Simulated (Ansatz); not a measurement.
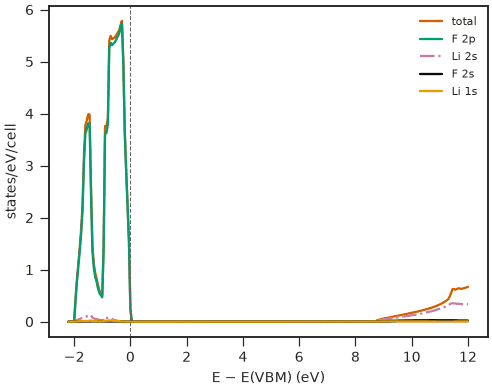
*Total and projected density of states of LiF (zinc blende, F-43m), plane-wave PAW r²SCAN (Ansatz code)*

Q: Which orbitals carry the states next to the gap?

A: Top 1 eV of the valence band: F 2p 98 %. Bottom 1 eV of the conduction band: Li 2s 69 %, F 2s 19 %, Li 1s 7 %. Projections are on Löwdin-orthogonalised atomic valence shells; empty p or d shells of many metals are not among them.

Q: Where is the tallest occupied peak in this window, and what makes it?

A: Near -0.3 eV, about 5.8 states/eV per cell; the largest projected share is F 2p.

The start of the workflow was typed in or built on a structure type; neither database checked (COD, Materials Project) lists it. It is not the phase usual at ambient conditions (space group No. 225). The r²SCAN relaxation kept the symmetry of its start; whether a distortion lowers the energy is not shown.

Potentials: the earlier of the program's two PAW sets.
